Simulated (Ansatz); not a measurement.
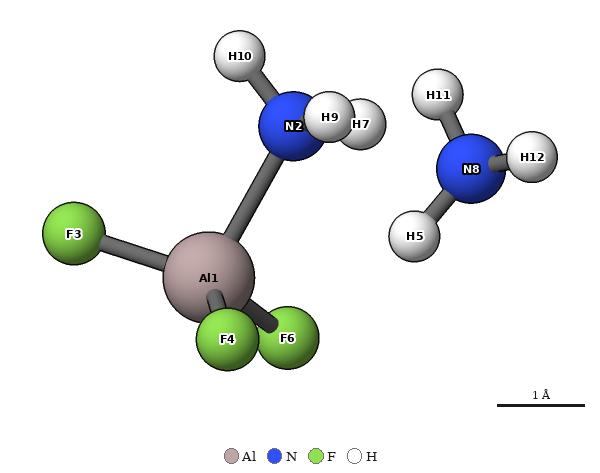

Fig. 1: The structure (ball-and-stick view, seen at a tilt; atoms are numbered from 1 in the order of the input). Sticks mark near contacts.

## AlN$_{2}$H$_{6}$F$_{3}$: phonon calculation

The run: phonon calculation of AlN$_{2}$H$_{6}$F$_{3}$. Method and program: RKS revPBE-D4/def2-SVP (Ansatz 0.2.0).

It belongs to a series of runs on one base structure; here: vibrations at the highest image of the band. Figures and captions count atoms from 1; the log counts them from 0 in places.

The input:
```yaml
crystal:
  periodic: [false, false, false]
  atoms:
    - { symbol: Al, position_ang: [-0.122375, -1.693157, 0.471464] }
    - { symbol: "N", position_ang: [-1.052327, -0.122715, -0.363818] }
    - { symbol: F, position_ang: [-0.091155, -2.803648, -0.799302] }
    - { symbol: F, position_ang: [-1.111251, -2.03191, 1.796539] }
    - { symbol: H, position_ang: [1.488144, 0.915346, 0.299831] }
    - { symbol: F, position_ang: [1.378464, -0.976737, 0.847238] }
    - { symbol: H, position_ang: [-0.380539, 0.688352, -0.358495] }
    - { symbol: "N", position_ang: [1.283882, 1.847733, -0.076311] }
    - { symbol: H, position_ang: [-1.8993, 0.148241, 0.155019] }
    - { symbol: H, position_ang: [-1.329396, -0.31212, -1.337147] }
    - { symbol: H, position_ang: [1.207957, 1.922993, -1.088681] }
    - { symbol: H, position_ang: [0.627695, 2.417626, 0.453763] }
basis:
  gaussian: { orbitals: def2-SVP }
hamiltonian:
  xc: revpbe
  dispersion: d4
phonons: {}
```

Run on 2 threads of Arm Neoverse V2, 24 GiB of memory available, shared host.

Launched with:
```bash
ansatz run input.yaml --threads 2 --pin off --max-ram 3072MiB --backend cpu --events-out ev --progress --plain --runs-dir out
```

The program's output:
```
Engine: ansatz 0.2.0, aarch64-unknown-linux-gnu
Functional definition: revPBE
  parameter kappa = 1.245
  parameter beta = 0.06672455060314922
  exchange = pbe_x(kappa = kappa, mu = beta*pi^2/3)
  correlation = pbe_c(beta = beta)
1329 factors; their error is unknown
mean field evaluation 1: about -17801.4126 eV, gradient 9.3e1 eV
mean field evaluation 2: about -17761.5222 eV, gradient 1.6e2 eV
mean field evaluation 4: about -17816.5240 eV, gradient 1.2e1 eV
mean field evaluation 8: about -17816.8165 eV, gradient 2.2e-1 eV
mean field evaluation 16: about -17816.7427 eV, gradient 1.5e-4 eV
mean field -17816.74269729 eV, -654.7532175035 hartree, gradient 6.3e-5 eV, S^2 0.000000; 0 other end points of the search recorded, 0 dependent functions left out
the calculation of the forces begins
reference -17816.74275453 eV, -654.7532196071 hartree; 30, 30 occupied and 88, 88 virtual orbitals, 1329 factors
these checks for a lower state are left out or cut short: stability, starts, cluster_reference, orbital_swaps, neighbouring_geometries, increment
1329 factors; their error is unknown
mean field -17816.74255919 eV, -654.7532124284 hartree, gradient 1.7e-6 eV, S^2 0.000000; 0 other end points of the search recorded, 0 dependent functions left out
[... from here on the field's lines of each further geometry are left out, up to the last ...]
the calculation of the forces begins
reference -17816.74269594 eV, -654.7532174540 hartree; 30, 30 occupied and 88, 88 virtual orbitals, 1329 factors
these checks for a lower state are left out or cut short: stability, starts, cluster_reference, orbital_swaps, neighbouring_geometries, increment
1329 factors; their error is unknown
mean field evaluation 448: about -17816.7427 eV, gradient 2.4e-4 eV
mean field -17816.74265813 eV, -654.7532160643 hartree, gradient 2.7e-6 eV, S^2 0.000000; 0 other end points of the search recorded, 0 dependent functions left out
the calculation of the forces begins
reference -17816.74271536 eV, -654.7532181677 hartree; 30, 30 occupied and 88, 88 virtual orbitals, 1329 factors
WARN: phonons: modes at or below zero, which the zero-point energy, F, S and C_V leave out: 1, the lowest at -354.72 cm⁻¹. A minimum has none, and a first-order saddle one
Total energy: -17817.30918132 eV, -654.7740354076 hartree
Atom 0 at    -0.122375    -1.693157     0.471464 Å, force    -0.007278    -0.005702    -0.003421 eV/Å
Atom 1 at    -1.052327    -0.122715    -0.363818 Å, force     0.003804    -0.005959    -0.007234 eV/Å
Atom 2 at    -0.091155    -2.803648    -0.799302 Å, force    -0.001351    -0.001621    -0.000576 eV/Å
Atom 3 at    -1.111251    -2.031910     1.796539 Å, force    -0.001669    -0.000352     0.002511 eV/Å
Atom 4 at     1.488144     0.915346     0.299831 Å, force     0.003545     0.006752    -0.005802 eV/Å
Atom 5 at     1.378464    -0.976737     0.847238 Å, force     0.011815     0.004321     0.004730 eV/Å
Atom 6 at    -0.380539     0.688352    -0.358495 Å, force    -0.005031     0.005698     0.012783 eV/Å
Atom 7 at     1.283882     1.847733    -0.076311 Å, force    -0.016441    -0.017315    -0.000941 eV/Å
Atom 8 at    -1.899300     0.148241     0.155019 Å, force     0.001816     0.003438     0.000351 eV/Å
Atom 9 at    -1.329396    -0.312120    -1.337147 Å, force    -0.002217     0.000377    -0.001186 eV/Å
Atom 10 at     1.207957     1.922993    -1.088681 Å, force     0.009813     0.010094     0.007159 eV/Å
Atom 11 at     0.627695     2.417626     0.453763 Å, force     0.003192     0.000268    -0.008374 eV/Å
Dipole moment:    -0.649224     1.023713    -0.557995 e Å
Vibrations: -354.72 26.35 141.03 147.84 155.31 197.54 233.73 246.88 262.69 286.58 292.10 454.58 495.98 598.43 654.71 659.96 762.24 870.23 900.23 1231.48 1509.43 1542.86 1571.61 1608.59 3039.06 3398.52 3429.03 3505.71 3605.26 3664.70 cm⁻¹, zero-point energy 2.200265 eV
```

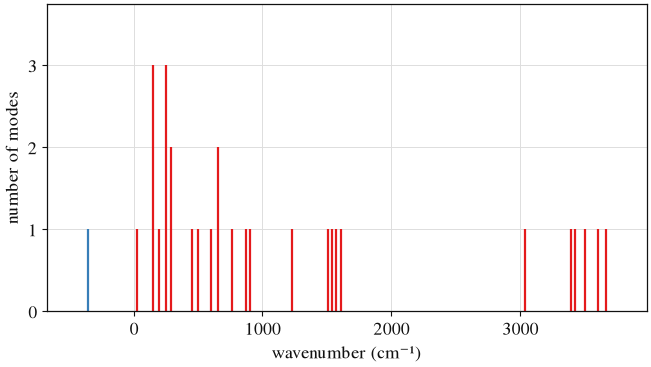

Fig. 2: Harmonic vibrational wavenumbers from the force constants; neighbouring modes closer than 18 cm⁻¹ are counted in one stick, and imaginary ones are drawn at negative wavenumbers. 30 modes from 355i to 3665 cm⁻¹, 1 imaginary beyond 8i (355i cm⁻¹): a first-order saddle point, if the geometry is stationary.

Key numbers:

- outcome: converged
- total energy: −17817.3092 eV
- mean-field energy: −17816.7428 eV
- largest force (length of the vector): 0.024 eV/Å
- wall time: 86 s (CPU time 2.8 min)
- peak memory: 0.14 GiB
